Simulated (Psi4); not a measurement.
# PF3 (phosphorus trifluoride): levels of theory compared

Wanted: a comparison of 3 runs (HF/STO-3G, B3LYP/6-31G*) of PF3 (phosphorus trifluoride). 

Program for the calculation: Psi4 1.11.

1 further run of the same task is left out (set aside as unsound or not needed).

## (1) The molecule

PF3 has 4 atoms, charge 0, and is taken as a singlet. SMILES: `FP(F)F`. The P2–F4 distance was set to 2.357 Å, away from the relaxed value. At this shape a bond of the SMILES string is far longer than usual.

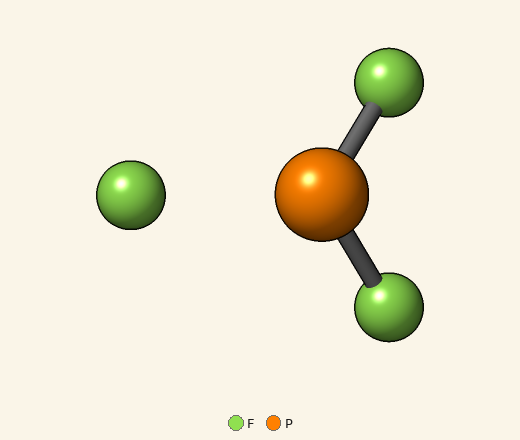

The structure, seen from a chosen angle (fluorine green, phosphorus orange).

## (2) The energy at HF/STO-3G (run 1)

Contents of calc.inp:

```
memory 1600 mb

molecule system {
  F      0.423128    -1.028519     1.435680
  P     -0.708772    -0.050719     0.953480
  F     -1.473172    -1.061819     0.024280
  F      0.525000     1.045200    -0.730000
  symmetry c1
  no_reorient
  no_com
}

set basis STO-3G
set reference rhf
set puream true
set e_convergence 1e-09
set d_convergence 1e-08
set scf_type pk

e_tot, wfn = energy('scf', return_wfn=True)
oeprop(wfn, 'WIBERG_LOWDIN_INDICES', 'DIPOLE', 'MAYER_INDICES', title='SCF')
```

The run is started by

```sh
psi4 calc.inp calc.out -n 1
```

calc.out:

```text
[...]
  Running in c1 symmetry.
[...]
  Nuclear repulsion =  167.921158378074722
[...]
  Multiplicity = 1
[...]
  Nalpha       = 21
  Nbeta        = 21
[...]
    Number of basis functions: 24
[...]
   @RHF iter   1:  -630.58788260117956   -1.48576e+00   1.46605e-02 ADIIS/DIIS
[...]
   @RHF iter  13:  -630.85355915452237   -2.27374e-13   2.66213e-09 DIIS
[...]
    Orbital Energies [Eh]
    ---------------------
    Doubly Occupied:
       1A    -79.086175     2A    -25.919265     3A    -25.919035
       4A    -25.770347     5A     -7.395211     6A     -5.218014
       7A     -5.216409     8A     -5.214985     9A     -1.546259
      10A     -1.500929    11A     -1.317903    12A     -0.755687
      13A     -0.571451    14A     -0.563328    15A     -0.560122
      16A     -0.497249    17A     -0.477046    18A     -0.393753
      19A     -0.376845    20A     -0.372570    21A     -0.236429
[...]
  @RHF Final Energy:  -630.85355915452237
   => Energetics <=
    Nuclear Repulsion Energy =            167.9211583780747219
    One-Electron Energy =               -1219.7314141427705181
    Two-Electron Energy =                 420.9566966101733101
    Total Energy =                       -630.8535591545223724
[...]
 Multipole Moments:
 ------------------------------------------------------------------------------------
     Multipole            Electronic (a.u.)      Nuclear  (a.u.)        Total (a.u.)
 ------------------------------------------------------------------------------------
 L = 1.  Multiply by 2.5417464519 to convert [e a0] to [Debye]
 Dipole X            :         28.5207294          -29.0204788           -0.4997493
 Dipole Y            :         19.0767224          -19.2128965           -0.1361742
 Dipole Z            :        -38.7673033           39.4420613            0.6747581
 Magnitude           :                                                    0.8506417
[...]
```

Run time: 1.1 s. Hardware: 1 thread of Intel Xeon 6975P-C (Granite Rapids), shared host; peak memory 0.18 GiB.

## (3) A single-point energy at B3LYP/6-31G(d) (spherical functions) (run 2)

Contents of f3p.xyz:

```xyz
4
F3P
F      0.423128    -1.028519     1.435680
P     -0.708772    -0.050719     0.953480
F     -1.473172    -1.061819     0.024280
F      0.525000     1.045200    -0.730000
```

Contents of job.py:

```python
import psi4

psi4.set_memory(1600000000)
psi4.set_num_threads(1)
psi4.set_output_file('psi4.out', False)

with open('f3p.xyz') as f:
    atoms = ''.join(f.readlines()[2:])
molecule = psi4.geometry('0 1\n' + atoms + 'symmetry c1')

psi4.set_options(dict(puream=True, e_convergence=1e-09, d_convergence=1e-08, scf_type='pk', dft_radial_points=99, dft_spherical_points=590))

energy_value, wavefunction = psi4.energy('b3lyp/6-31G*', molecule=molecule, return_wfn=True)
psi4.oeprop(wavefunction, 'MAYER_INDICES', 'DIPOLE', 'QUADRUPOLE', title='B3LYP')
print(f'total energy {energy_value:.8f} hartree = {energy_value * 27.211386:.5f} eV')
for k, v in sorted(psi4.core.scalar_variables().items()):
    print(f'{k:45s} {v:18.10f}')
```

The run is started by

```sh
python job.py
```

psi4.out:

```text
[...]
  Running in c1 symmetry.
[...]
  Nuclear repulsion =  167.921158378074722
[...]
  Multiplicity = 1
[...]
  Nalpha       = 21
  Nbeta        = 21
[...]
    Number of basis functions: 60
[...]
   @RKS iter   1:  -640.64059677936507   -3.96614e-01   1.15333e-02 ADIIS/DIIS
[...]
   @RKS iter  14:  -640.84261338678027   -6.82121e-13   2.96596e-09 DIIS
[...]
    Orbital Energies [Eh]
    ---------------------
    Doubly Occupied:
       1A    -77.285722     2A    -24.772573     3A    -24.772532
       4A    -24.595879     5A     -6.745097     6A     -4.908476
       7A     -4.906826     8A     -4.902792     9A     -1.298071
      10A     -1.261384    11A     -1.025727    12A     -0.694929
      13A     -0.583327    14A     -0.543932    15A     -0.537305
      16A     -0.492199    17A     -0.475420    18A     -0.424614
      19A     -0.314553    20A     -0.296733    21A     -0.295426
[...]
  @RKS Final Energy:  -640.84261338678027
   => Energetics <=
    Nuclear Repulsion Energy =            167.9211583780747219
    One-Electron Energy =               -1223.7437484265378771
    Two-Electron Energy =                 459.0718546739996100
    DFT Exchange-Correlation Energy =     -44.0918780123167551
    Empirical Dispersion Energy =           0.0000000000000000
    VV10 Nonlocal Energy =                  0.0000000000000000
    Total Energy =                       -640.8426133867802719
[...]
 Multipole Moments:
 ------------------------------------------------------------------------------------
     Multipole            Electronic (a.u.)      Nuclear  (a.u.)        Total (a.u.)
 ------------------------------------------------------------------------------------
 L = 1.  Multiply by 2.5417464519 to convert [e a0] to [Debye]
 Dipole X            :         -0.7012993           -0.2136875           -0.9149868
 Dipole Y            :         -0.6024960            0.1191671           -0.4833290
 Dipole Z            :          0.9566224            0.2843096            1.2409320
 Magnitude           :                                                    1.6157722
 L = 2.  Multiply by 1.3450342976 to convert [e a0^2] to [Debye ang]
 Quadrupole XX       :       -111.4245640           91.2213986          -20.2031654
 Quadrupole XY       :        -44.1498079           42.5726273           -1.5771806
[...]
```

The script printed:

```text
total energy -640.84261339 hartree = -17438.21572 eV
CURRENT ENERGY                                   -640.8426133868
CURRENT REFERENCE ENERGY                         -640.8426133868
DD SOLVATION ENERGY                                 0.0000000000
DFT FUNCTIONAL TOTAL ENERGY                      -640.8426133868
DFT TOTAL ENERGY                                 -640.8426133868
DFT VV10 ENERGY                                     0.0000000000
DFT XC ENERGY                                     -44.0918780123
GRID ELECTRONS ALPHA                               20.9999980942
GRID ELECTRONS BETA                                20.9999980942
GRID ELECTRONS TOTAL                               41.9999961884
NUCLEAR REPULSION ENERGY                          167.9211583781
ONE-ELECTRON ENERGY                             -1223.7437484265
PCM POLARIZATION ENERGY                             0.0000000000
PE ENERGY                                           0.0000000000
SCF ITERATION ENERGY                             -640.8426133868
SCF ITERATIONS                                     14.0000000000
SCF TOTAL ENERGY                                 -640.8426133868
TWO-ELECTRON ENERGY                               459.0718546740
XC GRID RADIAL POINTS                              99.0000000000
XC GRID SPHERICAL POINTS                          590.0000000000
XC GRID TOTAL POINTS                           225211.0000000000
```

It took 5.1 s on 1 thread of Intel Xeon 6975P-C (Granite Rapids), shared host; peak memory 0.55 GiB.

## (4) The energy at B3LYP/6-31G(d) (Cartesian functions) (run 3)

Contents of job.json:

```json
{
 "schema_name": "qcschema_input",
 "schema_version": 1,
 "molecule": {
  "schema_name": "qcschema_molecule",
  "schema_version": 2,
  "symbols": ["F", "P", "F", "F"],
  "geometry": [0.79959604, -1.94361922, 2.713042, -1.33938496, -0.09584502, 1.80181607, -2.78389161, -2.0065471, 0.04588255, 0.99210622, 1.97514175, -1.37950007],
  "molecular_charge": 0,
  "molecular_multiplicity": 1,
  "fix_symmetry": "c1"
 },
 "driver": "energy",
 "model": {
  "method": "b3lyp",
  "basis": "6-31G*"
 },
 "keywords": {
  "reference": "rks",
  "puream": false,
  "e_convergence": 1e-09,
  "d_convergence": 1e-08,
  "scf_type": "pk",
  "dft_radial_points": 99,
  "dft_spherical_points": 590,
  "scf_properties": ["MULLIKEN_CHARGES", "DIPOLE", "MAYER_INDICES"]
 }
}
```

The run is started by

```sh
psi4 --qcschema job.json -n 1 --memory 1600MB
```

stdout:

```text
[...]
  Running in c1 symmetry.
[...]
  Nuclear repulsion =  167.921158510690418
[...]
  Multiplicity = 1
[...]
  Nalpha       = 21
  Nbeta        = 21
[...]
    Number of basis functions: 64
[...]
   @RKS iter   1:  -640.64866411776131   -4.06080e-01   1.07828e-02 ADIIS/DIIS
[...]
   @RKS iter  14:  -640.84836605921612    1.13687e-13   2.02556e-09 DIIS
[...]
    Orbital Energies [Eh]
    ---------------------
    Doubly Occupied:
       1A    -77.296525     2A    -24.779566     3A    -24.779541
       4A    -24.601672     5A     -6.745777     6A     -4.909584
       7A     -4.907928     8A     -4.903870     9A     -1.298429
      10A     -1.261728    11A     -1.026077    12A     -0.695011
      13A     -0.583419    14A     -0.544020    15A     -0.537423
      16A     -0.492296    17A     -0.475560    18A     -0.424707
      19A     -0.314833    20A     -0.297027    21A     -0.295733
[...]
  @RKS Final Energy:  -640.84836605921612
   => Energetics <=
    Nuclear Repulsion Energy =            167.9211585106904181
    One-Electron Energy =               -1223.6974736606437091
    Two-Electron Energy =                 458.9967176749725581
    DFT Exchange-Correlation Energy =     -44.0687685842354995
    Empirical Dispersion Energy =           0.0000000000000000
    VV10 Nonlocal Energy =                  0.0000000000000000
    Total Energy =                       -640.8483660592161186
[...]
 Multipole Moments:
 ------------------------------------------------------------------------------------
     Multipole            Electronic (a.u.)      Nuclear  (a.u.)        Total (a.u.)
 ------------------------------------------------------------------------------------
 L = 1.  Multiply by 2.5417464519 to convert [e a0] to [Debye]
 Dipole X            :         -0.7018500           -0.2136875           -0.9155376
 Dipole Y            :         -0.6024398            0.1191671           -0.4832727
 Dipole Z            :          0.9573607            0.2843096            1.2416703
 Magnitude           :                                                    1.6166344
[...]
  Mulliken Charges: (a.u.)
   Center  Symbol    Alpha    Beta     Spin     Total
       1     F     4.64295  4.64295  0.00000 -0.28591
       2     P     6.99845  6.99845  0.00000  1.00311
       3     F     4.64297  4.64297  0.00000 -0.28595
       4     F     4.71563  4.71563  0.00000 -0.43125
   Total alpha = 21.00000, Total beta = 21.00000, Total charge = -0.00000
  Mayer Bond Indices:
[...]
```

The result, in JSON:

```text
{
 "driver": "energy",
 "model": {
  "method": "b3lyp",
  "basis": "6-31G*"
 },
 "success": true,
 "return_result": -640.8483660592161,
 "properties": {
  "calcinfo_nbasis": 64,
  "calcinfo_nmo": 64,
  "calcinfo_nalpha": 21,
  "calcinfo_nbeta": 21,
  "calcinfo_natom": 4,
  "nuclear_repulsion_energy": 167.92115851069042,
  "return_energy": -640.8483660592161,
  "scf_one_electron_energy": -1223.6974736606437,
  "scf_two_electron_energy": 458.99671767497256,
  "scf_xc_energy": -44.0687685842355,
  "scf_dipole_moment": [-0.915537557921323, -0.4832727245619419, 1.2416703114654473],
  "scf_total_energy": -640.8483660592161,
  "scf_iterations": 14
 }
}
```

Wall time 5.4 s (1 thread of Intel Xeon 6975P-C (Granite Rapids), shared host); peak memory 0.59 GiB.

## (5) All runs side by side

```
run                               level         integration grid  Cartesian functions  energy (Eh)  dipole moment (D)  HOMO energy (eV)  LUMO energy (eV)  wall time
  1                           HF/STO-3G                        –                   no  -630.853559               2.16             -6.43              4.50      1.1 s
  2  B3LYP/6-31G* (spherical functions)  99 radial × 590 angular                   no  -640.842613               4.11             -8.04             -3.38      5.1 s
  3  B3LYP/6-31G* (Cartesian functions)  99 radial × 590 angular                  yes  -640.848366               4.11             -8.05             -3.39      5.4 s
```

## (6) Summary of results

| quantity | value |
| --- | --- |
| run 3: total energy | -640.84837 Eh |
| run 3: dipole moment | 4.11 D |
| run 3: HOMO energy | -8.05 eV |
| run 3: LUMO energy | -3.39 eV |
| run 3: HOMO–LUMO gap | 4.65 eV |

**Reading.** The dipole moment (its size) runs from 2.16 D (HF/STO-3G) to 4.11 D (B3LYP/6-31G*). The two ends differ in method and basis. The HOMO–LUMO gap runs from 4.65 eV (B3LYP/6-31G*) to 10.93 eV (HF/STO-3G). In run 1 the basis is minimal, so the values are rough. All runs together took 12 s, the longest 5.4 s.
